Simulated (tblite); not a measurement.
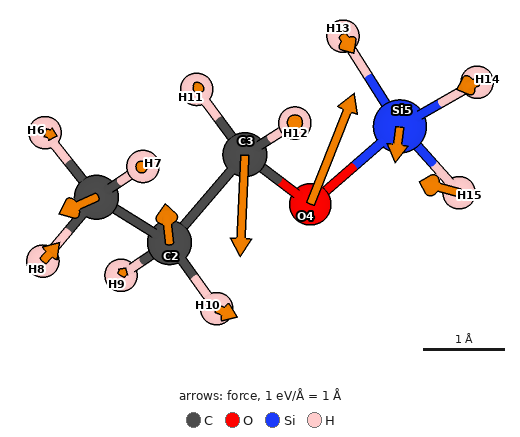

Starting geometry of C3H10OSi with the computed forces as orange arrows. The picture is a ball-and-stick view, seen from a free direction.

All numbers below come from GFN2-xTB geometry optimisation, gas phase in tblite 0.8.0. 

**What follows when this structure is relaxed?**

It isn't relaxed: the largest force vector, on the O atom, is 1.50 eV/Å. The final displacements have little in common with the starting forces (cosine between the two patterns 0.27). Over 44 geometry steps the energy falls by 3.92 kcal/mol. The atom that moves furthest after the best rigid fit is an H atom (0.38 Å). Largest moves by element: H 0.38 Å, O 0.21 Å, C 0.09 Å, Si 0.04 Å. Near-neighbour distances that change, for instance: O–Si 1.667 → 1.617 Å, H–Si 1.490 → 1.452 Å, C–O 1.427 → 1.397 Å, C–C 1.544 → 1.526 Å. Bond angles that change, for instance: C–O–Si 117.2° → 129.8°, O–Si–H 108.9° → 99.1°, H–Si–H 110.2° → 113.7°. The run took 0.22 s on 1 thread of Arm Neoverse V1, on a shared host.
